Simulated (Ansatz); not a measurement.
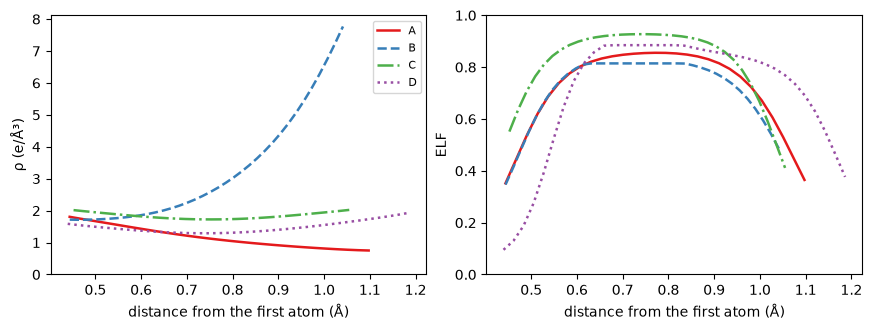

Figure 1: C₂H₄ClFSi (SMILES FC1[SiH2]C1Cl). Electron density and electron localisation function along straight lines between neighbouring atoms. The curves leave out the atomic cores.

Geometry: PBE0-D4/def2-TZVP.

The calculation used RKS PBE0-D4/def2-TZVPP in Ansatz.

The calculation's input:

```
crystal:
  periodic: [false, false, false]
  atoms:
    - {symbol: F, position_ang: [-1.573997, -1.029030, 0.940048]}
    - {symbol: C, position_ang: [-0.471557, -0.240596, 0.773787]}
    - {symbol: Si, position_ang: [1.004418, -0.571264, -0.330463]}
    - {symbol: C, position_ang: [-0.419484, 0.631277, -0.454418]}
    - {symbol: Cl, position_ang: [-0.423027, 2.380959, -0.290893]}
    - {symbol: H, position_ang: [-0.219624, 0.284062, 1.694933]}
    - {symbol: H, position_ang: [2.321567, -0.145701, 0.182261]}
    - {symbol: H, position_ang: [1.003834, -1.664542, -1.322381]}
    - {symbol: H, position_ang: [-1.133631, 0.308534, -1.209976]}
basis:
  gaussian: {orbitals: def2-TZVPP}
hamiltonian: {xc: pbe0, dispersion: d4}
output: {orbitals: {seedname: orbitals}}
```

Command:

```sh
ansatz run in.yaml --threads 4 --pin off --events-out ev --progress --plain --max-ram 10444MiB
```

Q: Which curve belongs to which contact (C–C, C–Cl, C–F and C–Si)? The first atom named is at distance zero.

A: Curve A: C–Si (1.87 Å): the density is about 0.88 e/Å³ at the midpoint; the ELF peaks at about 0.85 between the atoms (a shared electron pair). Curve B: C–F (1.37 Å): ρ at the midpoint is about 2.2 e/Å³, with its minimum of 1.7 e/Å³ about 0.5 Å from C; the ELF peaks at about 0.80 between the atoms; a polar covalent bond. Curve C: C–C (1.51 Å): ρ is about 1.7 e/Å³ halfway; the ELF peaks at about 0.95 between the atoms (a shared electron pair). Curve D: C–Cl (1.76 Å): ρ at the midpoint is about 1.4 e/Å³; the ELF peaks at about 0.90 between the atoms: a shared electron pair.
